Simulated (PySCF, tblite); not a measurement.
# C5H4FN: circular dichroism and optical rotation, excited states

Aim: compute the circular dichroism and optical rotation, excited states of C5H4FN (`CC(=C=CF)C#N`).

Programs: tblite 0.8.0 and PySCF 2.14.0, with routines of our own; each step states its level. All values are computed. Atoms count from 0.

### 1 The starting structure

11 atoms, charge 0, multiplicity 1; geometry from: force field or distance geometry start.

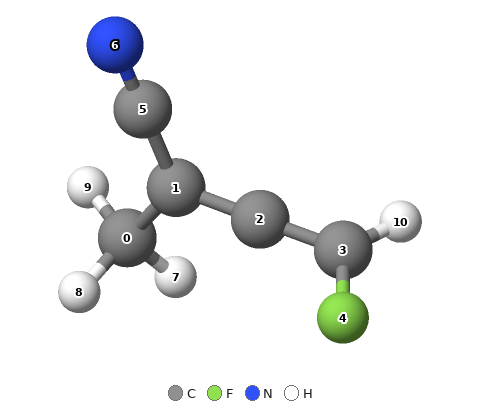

The starting geometry (carbon grey, fluorine green, nitrogen blue, hydrogen white).

### 2 Relaxing the molecule with GFN2-xTB

What the job is given:

```
{"job": {"kind": "relax", "xc": "GFN2-xTB", "basis": "xTB"}, "charge": 0, "multiplicity": 1}
C     -1.356000    -0.735600     0.124800
C     -0.412300     0.352600    -0.038300
C      0.860100     0.021000    -0.105100
C      2.116200    -0.299600    -0.175400
F      2.742600    -0.368400     1.026200
C     -0.697500     1.745500    -0.102200
N     -0.942700     2.878500    -0.159600
H     -0.963500    -1.712900    -0.235000
H     -1.580400    -0.864700     1.221300
H     -2.268700    -0.520200    -0.458200
H      2.507500    -0.493400    -1.124600
```

Launch:

```console
> OMP_NUM_THREADS=1 python excited_run.py task.json out
```

The driver reads the jobs from task.json and runs them one after another.

Standard output:

```text
step      E/eV     max force
  0    -551.50820    2.386
  1    -551.59545    5.249
  2    -551.62694    3.486
  3    -551.74481    1.009
  4    -551.78851    0.778
  5    -551.84585    2.247
  6    -551.88185    0.689
  7    -551.88978    0.328
  8    -551.89466    0.311
  9    -551.89900    0.350
 10    -551.90358    0.292
 11    -551.90794    0.187
 12    -551.91299    0.309
 13    -551.91909    0.317
 14    -551.92601    0.300
 15    -551.93253    0.284
 16    -551.93775    0.222
 17    -551.94141    0.164
 18    -551.94384    0.120
 19    -551.94501    0.084
 20    -551.94549    0.067
 21    -551.94573    0.038
 22    -551.94590    0.031
 23    -551.94601    0.027
 24    -551.94610    0.026
 25    -551.94623    0.039
 26    -551.94641    0.046
 27    -551.94663    0.051
 28    -551.94685    0.055
 29    -551.94709    0.060
 30    -551.94742    0.076
 31    -551.94789    0.084
 32    -551.94841    0.071
 33    -551.94889    0.064
 34    -551.94929    0.062
 35    -551.94967    0.057
 36    -551.95002    0.060
 37    -551.95024    0.042
 38    -551.95037    0.030
 39    -551.95049    0.039
 40    -551.95068    0.054
 41    -551.95095    0.059
 42    -551.95129    0.070
 43    -551.95168    0.063
 44    -551.95213    0.059
 45    -551.95266    0.101
 46    -551.95312    0.103
 47    -551.95337    0.048
 48    -551.95343    0.063
 49    -551.95361    0.041
 50    -551.95374    0.036
 51    -551.95398    0.040
 52    -551.95417    0.037
 53    -551.95432    0.036
 54    -551.95458    0.054
 55    -551.95496    0.088
 56    -551.95523    0.076
 57    -551.95540    0.041
 58    -551.95553    0.034
 59    -551.95567    0.059
 60    -551.95582    0.062
 61    -551.95594    0.039
 62    -551.95608    0.036
 63    -551.95626    0.074
 64    -551.95652    0.104
 65    -551.95679    0.100
 66    -551.95690    0.055
 67    -551.95703    0.032
 68    -551.95709    0.022
 69    -551.95714    0.016
 70    -551.95718    0.016
 71    -551.95721    0.014
 72    -551.95723    0.012
 73    -551.95724    0.010
 74    -551.95726    0.012
 75    -551.95729    0.015
 76    -551.95733    0.018
 77    -551.95737    0.018
 78    -551.95739    0.016
 79    -551.95742    0.014
 80    -551.95744    0.009
```

Run time: 0.23 s. Hardware: 1 thread of Intel Xeon 6975P-C, shared host.

The steps of the relaxation: (not every step is listed)

```tsv
step	energy from step 0 (eV)	largest force (eV/Å)
0	0.0000	2.3859
1	-0.0873	5.2486
2	-0.1187	3.4857
3	-0.2366	1.0091
4	-0.2803	0.7775
5	-0.3377	2.2470
6	-0.3736	0.6894
7	-0.3816	0.3276
8	-0.3865	0.3111
14	-0.4178	0.2999
20	-0.4373	0.0671
26	-0.4382	0.0461
32	-0.4402	0.0710
38	-0.4422	0.0302
44	-0.4439	0.0588
50	-0.4455	0.0356
56	-0.4470	0.0763
62	-0.4479	0.0356
68	-0.4489	0.0221
74	-0.4491	0.0121
75	-0.4491	0.0150
76	-0.4491	0.0182
77	-0.4492	0.0181
78	-0.4492	0.0155
79	-0.4492	0.0142
80	-0.4492	0.0094
```

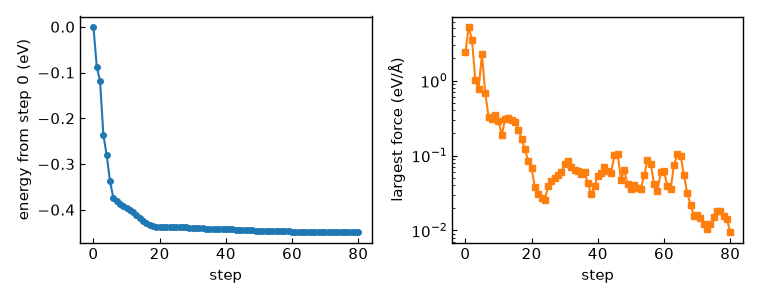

Energy and force, step by step.

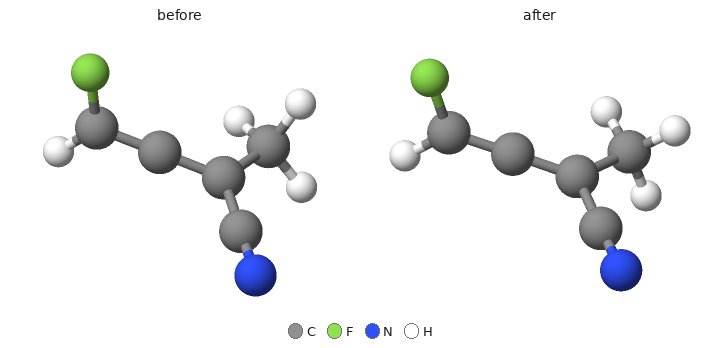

The geometry before (left) and after (right).

Distances of close pairs at the start and the end, largest changes first:

```tsv
bond	before (Å)	after (Å)	change (Å)
C0–C1	1.450	1.502	+0.052
C0–H8	1.127	1.089	-0.037
C3–H10	1.045	1.082	+0.037
C0–H7	1.113	1.087	-0.026
C5–N6	1.161	1.145	-0.016
C0–H9	1.104	1.090	-0.015
C3–F4	1.357	1.347	-0.010
C1–C2	1.317	1.309	-0.008
```

The final coordinates are the input of the step that follows.

### 3 Infrared spectrum with GFN2-xTB

What the job is given:

```
{"job": {"kind": "ir", "xc": "GFN2-xTB", "basis": "xTB"}, "charge": 0, "multiplicity": 1}
C     -1.450618    -0.711711     0.125844
C     -0.344523     0.297119     0.010409
C      0.925930     0.002814    -0.097969
C      2.184096    -0.280360    -0.218644
F      3.006626    -0.423390     0.837966
C     -0.738442     1.661543     0.005126
N     -1.081210     2.754137     0.003919
H     -1.045469    -1.719879     0.135042
H     -2.010647    -0.538164     1.043721
H     -2.137844    -0.603756    -0.712815
H      2.697526    -0.435683    -1.158563
```

Standard output:

```text
mode    cm-1     km/mol
  1      84.4      3.83
  2     109.5      0.40
  3     127.4      2.80
  4     178.2      1.53
  5     231.8      9.36
  6     301.1      3.46
  7     436.7      6.33
  8     510.5      8.89
  9     543.4      6.28
 10     584.1      0.31
 11     746.1      7.10
 12     758.2      4.85
 13     973.3     16.80
 14    1022.0     10.03
 15    1052.8    221.31
 16    1189.2     12.61
 17    1203.3      0.85
 18    1387.8      3.80
 19    1406.4     60.95
 20    1458.9      7.69
 21    1470.1     26.73
 22    2053.4     16.62
 23    2377.9    166.97
 24    3014.2     11.32
 25    3027.6      8.24
 26    3041.7      8.03
 27    3057.1     14.28
```

Wall time 0.15 s (1 thread of Intel Xeon 6975P-C, shared host).

The strongest bands and the atoms that carry them (share of the mass-weighted mode):

```tsv
cm⁻¹	km/mol	atoms
973	16.8	H7 30 %, H8 14 %, C3 13 %, C0 13 %
1053	221.3	C3 35 %, F4 28 %
1189	12.6	H10 63 %, C1 23 %
1406	61.0	C1 40 %, C3 38 %
1470	26.7	H8 37 %, H9 36 %, H7 15 %
2053	16.6	C2 66 %, C3 17 %, C1 16 %
2378	167.0	C5 60 %, N6 39 %
3057	14.3	H7 93 %
```

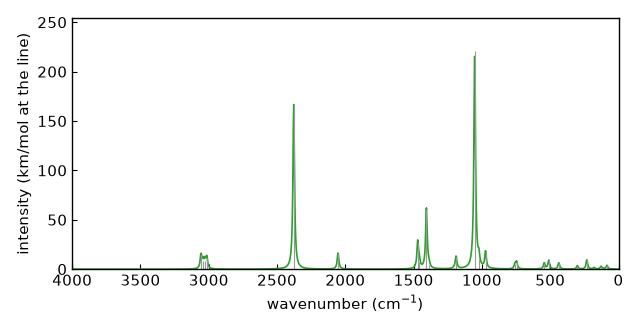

The infrared spectrum from these modes, unscaled. Lines are broadened to a width of 14 cm⁻¹ (Lorentzian).

### 4 Circular dichroism and optical rotation: TDDFT CAM-B3LYP/def2-SVPD

The job, as its differences from that of step 3:

```diff
@@ -1,2 +1,2 @@
-{"job": {"kind": "ir", "xc": "GFN2-xTB", "basis": "xTB"}, "charge": 0, "multiplicity": 1}
+{"job": {"kind": "ecd", "xc": "CAM-B3LYP", "basis": "def2-SVPD", "nstates": 8}, "charge": 0, "multiplicity": 1}
 C     -1.450618    -0.711711     0.125844
```

With the program's defaults for keys left out, this is: TDDFT CAM-B3LYP/def2-SVPD circular dichroism and optical rotation, one conformer, gas phase.

Standard output:

```text
coarse grid: 10064 points
cycle   1  E = -346.8933136431  dE =  1.161e+00  |g| = 6.050e-01  |ddm| = 7.454e+00
cycle   2  E = -346.7901201961  dE =  1.032e-01  |g| = 9.694e-01  |ddm| = 1.795e+00
cycle   3  E = -346.9770203405  dE = -1.869e-01  |g| = 1.102e-01  |ddm| = 1.159e+00
cycle   4  E = -346.9788897840  dE = -1.869e-03  |g| = 6.296e-02  |ddm| = 1.997e-01
cycle   5  E = -346.9797350140  dE = -8.452e-04  |g| = 9.712e-03  |ddm| = 9.437e-02
cycle   6  E = -346.9797525868  dE = -1.757e-05  |g| = 3.665e-03  |ddm| = 2.080e-02
cycle   7  E = -346.9797553193  dE = -2.732e-06  |g| = 8.563e-04  |ddm| = 7.104e-03
final grid: 100128 points
cycle   8  E = -347.0403571707  dE = -2.586e-05  |g| = 4.022e-03  |ddm| = 9.902e-02
cycle   9  E = -347.0403559432  dE =  1.228e-06  |g| = 5.010e-03  |ddm| = 1.308e-02
cycle  10  E = -347.0403603497  dE = -4.407e-06  |g| = 4.759e-04  |ddm| = 4.557e-03
cycle  11  E = -347.0403603864  dE = -3.673e-08  |g| = 2.367e-04  |ddm| = 1.066e-03
cycle  12  E = -347.0403603953  dE = -8.888e-09  |g| = 1.165e-04  |ddm| = 4.836e-04
cycle  13  E = -347.0403603983  dE = -3.045e-09  |g| = 1.862e-05  |ddm| = 1.527e-04
cycle  14  E = -347.0403603984  dE = -8.095e-11  |g| = 5.534e-06  |ddm| = 4.899e-05
converged SCF energy = -347.0403603984

Singlet excitations and rotatory strengths (1e-40 esu^2 cm^2)
state   eV       nm     f(len)   f(vel)    R(len)    R(vel)   main configurations
  1   4.7234   262.5  0.00059  0.00044     0.573     0.641   H->L 0.97
  2   6.2556   198.2  0.32528  0.31768    15.762    15.667   H-1->L 0.88
  3   6.3731   194.5  0.00227  0.00249   -17.272   -17.636   H-1->L+1 0.81, H-1->L+2 0.09
  4   6.6130   187.5  0.00061  0.00065     4.076     4.265   H-2->L 0.88
  5   7.5658   163.9  0.35786  0.35220    26.157    24.453   H->L+1 0.76
  6   7.7091   160.8  0.01636  0.01671     1.580     2.256   H-1->L+2 0.44, H-1->L+4 0.23, H-1->L+5 0.09
  7   7.7640   159.7  0.15920  0.16337   -28.857   -27.312   H->L+2 0.74
  8   7.9136   156.7  0.06875  0.06759   -57.231   -56.189   H-1->L+5 0.25, H-1->L+2 0.22, H-1->L+4 0.13

Specific rotation (deg / (dm g/mL))
    nm     length   length(OI)   velocity    alpha(len)  alpha(vel)
  633.0      40.95      43.51      38.79       70.278     70.222
  589.3      48.41      51.41      45.91       70.665     70.607
  546.0      58.17      61.73      55.24       71.155     71.095
  436.0     104.37     110.40      99.71       73.259     73.187
  405.0     129.13     136.39     123.75       74.260     74.181
  365.0     179.61     189.21     173.24       76.073     75.981
  355.0     197.78     208.17     191.21       76.661     76.564
```

Wall time 27 s (1 thread of Intel Xeon 6975P-C, shared host); peak memory 0.76 GiB.

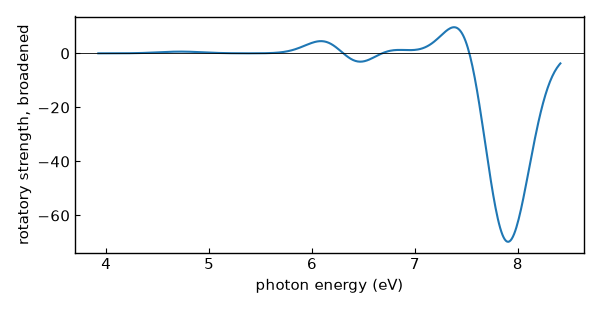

Circular dichroism: velocity-form rotatory strengths under Gaussians of 0.3 eV half-width at 1/e.

### 5 Excited states: TDA BHandHLYP/def2-SVPD

The job, as its differences from that of step 4:

```diff
@@ -1,2 +1,2 @@
-{"job": {"kind": "ecd", "xc": "CAM-B3LYP", "basis": "def2-SVPD", "nstates": 8}, "charge": 0, "multiplicity": 1}
+{"job": {"kind": "states", "xc": "BHandHLYP", "basis": "def2-SVPD", "tda": true, "soc": true, "nstates": 5, "ntriplets": 6, "nquad": 4}, "charge": 0, "multiplicity": 1}
 C     -1.450618    -0.711711     0.125844
```

With the program's defaults for keys left out, this is: TDA BHandHLYP/def2-SVPD excited states, vertical, gas phase, spin-orbit mean-field couplings.

Standard output:

```text
coarse grid: 10064 points
cycle   1  E = -346.8782367276  dE =  1.208e+00  |g| = 5.868e-01  |ddm| = 6.515e+00
cycle   2  E = -346.8133686670  dE =  6.487e-02  |g| = 8.485e-01  |ddm| = 1.648e+00
cycle   3  E = -346.9601646098  dE = -1.468e-01  |g| = 1.147e-01  |ddm| = 1.150e+00
cycle   4  E = -346.9623361722  dE = -2.172e-03  |g| = 6.491e-02  |ddm| = 2.032e-01
cycle   5  E = -346.9632397472  dE = -9.036e-04  |g| = 8.175e-03  |ddm| = 1.057e-01
cycle   6  E = -346.9632538637  dE = -1.412e-05  |g| = 2.619e-03  |ddm| = 1.804e-02
cycle   7  E = -346.9632553659  dE = -1.502e-06  |g| = 7.067e-04  |ddm| = 6.258e-03
final grid: 100128 points
cycle   8  E = -347.0026876002  dE = -1.519e-05  |g| = 2.832e-03  |ddm| = 8.137e-02
cycle   9  E = -347.0026873457  dE =  2.545e-07  |g| = 3.204e-03  |ddm| = 1.020e-02
cycle  10  E = -347.0026893157  dE = -1.970e-06  |g| = 4.997e-04  |ddm| = 3.570e-03
cycle  11  E = -347.0026893601  dE = -4.447e-08  |g| = 2.428e-04  |ddm| = 9.304e-04
cycle  12  E = -347.0026893715  dE = -1.135e-08  |g| = 6.946e-05  |ddm| = 4.780e-04
cycle  13  E = -347.0026893726  dE = -1.131e-09  |g| = 1.439e-05  |ddm| = 1.222e-04
cycle  14  E = -347.0026893727  dE = -5.127e-11  |g| = 4.450e-06  |ddm| = 4.244e-05
converged SCF energy = -347.0026893727

Singlet excitations
state   eV       nm        f     d(h-e)  d(exc)  Lambda  PR(NTO)  |dmu|/D   mu/D   main configurations
  1   4.8558   255.3   0.00085   1.063   2.628   0.554   1.014    2.811    5.670   H-1->L 0.93
  2   6.4714   191.6   0.00103   0.805   2.721   0.492   1.180    2.220    3.463   H->L+1 0.70, H->L+2 0.15
  3   6.6150   187.4   0.38622   0.480   2.759   0.752   1.375    1.328    3.201   H->L 0.73
  4   6.7002   185.0   0.01180   1.222   2.651   0.382   1.151    3.934    3.153   H-2->L 0.81
  5   7.7817   159.3   0.00031   0.124   2.625   0.439   1.362                     H->L+5 0.25, H->L+2 0.23, H->L+4 0.21

Triplet excitations (Tamm-Dancoff)
state   eV     d(h-e)  d(exc)  Lambda  PR(NTO)   main configurations
  1   3.6872   0.159   2.392   0.797   1.079   H->L 0.88
  2   4.4215   1.038   2.592   0.551   1.011   H-1->L 0.93
  3   4.6461   0.098   2.068   0.608   1.036   H-1->L+1 0.60, H-1->L+2 0.17
  4   6.0403   0.757   2.570   0.455   1.947   H->L+1 0.47, H-2->L 0.24, H->L+2 0.11
  5   6.1802   0.500   2.078   0.584   2.149   H-3->L 0.46, H-2->L+5 0.12
  6   6.3149   1.067   2.590   0.407   1.909   H-2->L 0.54, H->L+1 0.24
S1 - T1 = 1.1686 eV

Spin-orbit couplings |<S|Hso|T>| (cm-1)
             T1       T2       T3       T4       T5       T6
S0        0.228   11.453    0.130    8.468    0.653   19.158
S1        4.658    0.362    8.464    0.379    1.346    0.626
S2        5.877    0.510    3.821    0.918    1.598    0.928
S3        1.305    4.389    0.297   18.512    1.975   16.633
S4        9.309    1.578    1.179    3.536    6.379    3.222
S5        8.114    0.330    0.912    3.092    4.385    2.434
T1 sublevels (cm-1): 0.000 0.002 0.004   radiative rates (1/s): 0.0644 0.101 0.0474
```

Wall time 18 s (1 thread of Intel Xeon 6975P-C, shared host); peak memory 0.6 GiB.

Key values:

```tsv
quantity	value
S1 less T1	1.17 eV
```

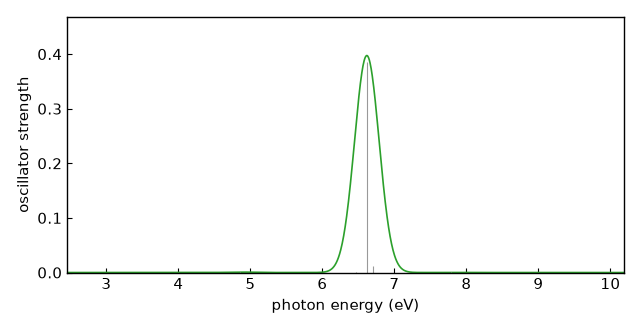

Absorption lines of the singlets. Lines are broadened to a width of 0.40 eV (Gaussian).

### 6 Summary of results

| quantity | value |
| --- | --- |
| strongest single infrared mode (GFN2-xTB) | 1053 cm⁻¹, 221 km/mol |
| zero-point energy (GFN2-xTB) | 46.2 kcal/mol |
| state of largest rotatory strength (velocity form) among 8 (step 4, TDDFT CAM-B3LYP/def2-SVPD) | 7.91 eV, R = -56.2 (velocity), -57.2 (length) ·10⁻⁴⁰ esu² cm² |
| specific rotation at 633.0 nm (step 4, TDDFT CAM-B3LYP/def2-SVPD) | 38.8 (velocity), 41.0 (length) |
| S1 less T1 (step 5, TDA BHandHLYP/def2-SVPD) | 1.17 eV |

What this shows: All 27 modes are real, so the xTB geometry is a minimum. The strongest single mode, at 1053 cm⁻¹, is spread over many atoms; the largest shares are those of C3, F4. Unscaled tight-binding wavenumbers are off by several per cent, some by more. Its intensities can rank the bands wrongly. Rotations belong to one conformer and to the handedness of the start. In step 5, the number of triplets below S1 is 3, and the largest singlet-triplet spin-orbit coupling is S0–T6, 19.16 cm⁻¹.
